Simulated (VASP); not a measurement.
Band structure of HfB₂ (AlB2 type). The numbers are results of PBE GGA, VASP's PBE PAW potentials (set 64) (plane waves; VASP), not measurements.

Unless said otherwise, spin-orbit coupling is left out, though it shifts the bands of the heavy elements here.

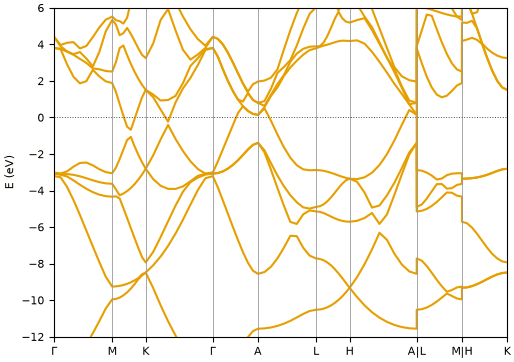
Bands along high-symmetry lines, zero at the valence-band maximum or, without a gap, the Fermi level

Read the plot: is there a gap, and where are the band edges?

It has no gap at this level: it comes out as a metal or semimetal. (Edges off the drawn lines would not show.)

The compound is HfB2 in the AlB2 type structure. It was relaxed first.
